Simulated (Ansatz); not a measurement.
**AgRhO2, pressure series**

Take AgRhO$_{2}$ (space group R-3m, No. 166; a = 3.054 Å, c = 18.576 Å (hexagonal axes); a model cell, its experimental status unchecked) as the base.

Cell and atoms are relaxed at each pressure.

The values are results of Ansatz (an electronic-structure program) PBEsol, no spin-orbit coupling, not measurements.

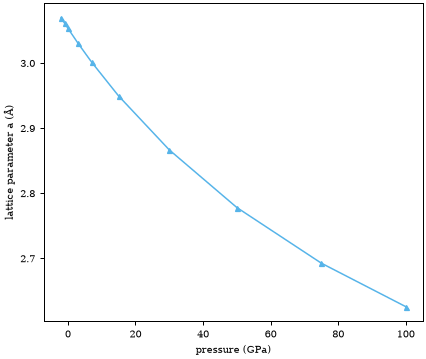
Fig. 1. Lattice parameter a against pressure

```json
[
 {"pressure (GPa)": "-2", "lattice parameter a": "3.070 Å"},
 {"pressure (GPa)": "-1", "lattice parameter a": "3.061 Å"},
 {"pressure (GPa)": "3", "lattice parameter a": "3.030 Å"},
 {"pressure (GPa)": "7", "lattice parameter a": "3.002 Å"},
 {"pressure (GPa)": "15", "lattice parameter a": "2.950 Å"},
 {"pressure (GPa)": "30", "lattice parameter a": "2.867 Å"},
 {"pressure (GPa)": "50", "lattice parameter a": "2.778 Å"},
 {"pressure (GPa)": "75", "lattice parameter a": "2.693 Å"},
 {"pressure (GPa)": "100", "lattice parameter a": "2.626 Å"}
]
```

Load acts through the strain it causes; cell and atoms are relaxed under it. Stability against distortions was not tested. Competing high-pressure phases were not computed. No Hubbard U is applied, and correlation can decide whether such a compound is a metal. The final runs are not spin-polarised.
